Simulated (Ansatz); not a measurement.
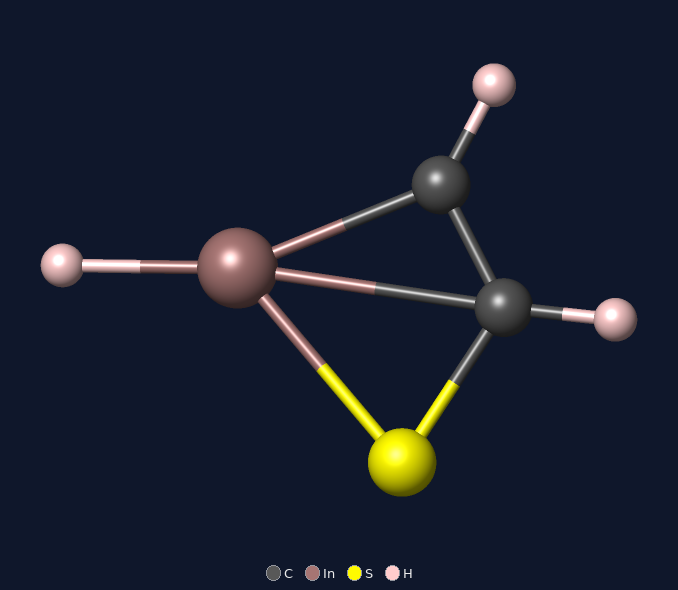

Harmonic vibrations computed with RKS PBE0-D4/def2-TZVP, core potentials on In (Ansatz 0.2.0) at a stationary point of the same level.

Q: Is this a minimum or a saddle point?

A: A minimum: no imaginary frequency, and the lowest mode lies at 229 cm⁻¹.

Q: List the wavenumbers.

A: 15 modes: 229, 259, 385, 453, 456, 654, 689, 746, 948, 1048, 1241, 1535, 1870, 3131, 3210 cm⁻¹.
